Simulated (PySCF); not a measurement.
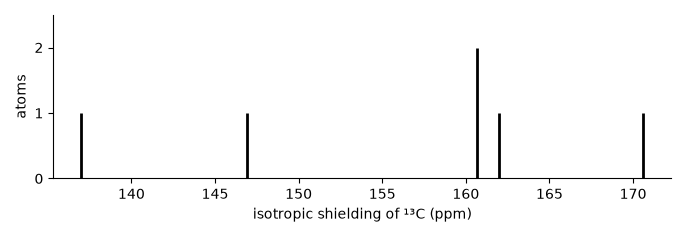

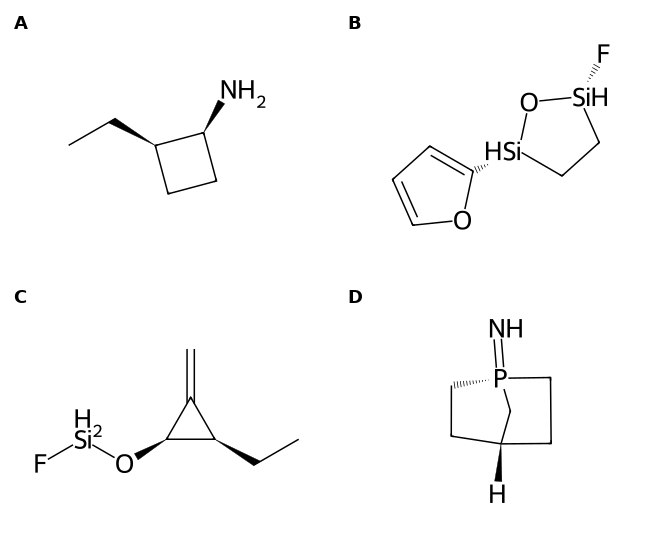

The sticks are computed shieldings of one of the molecules, for one fixed geometry (GFN2-xTB) without averaging over rotations. Low shielding means a high chemical shift. Method: GIAO PBE0/pcSseg-1 NMR shielding, non-relativistic, gas phase (PySCF 2.14.0).

Question: Match the spectrum to a structure.

Answer: A, `CC[C@@H]1CC[C@@H]1N`. Its 6 C atoms give lines at 137.0, 146.9, 160.7 (2 atoms), 162.0, 170.6 ppm.

The geometry is semi-empirical. Around P, Si such bond lengths and angles can be off by a tenth of an ångström or more and by several degrees, and values that hang on the shape move with them.
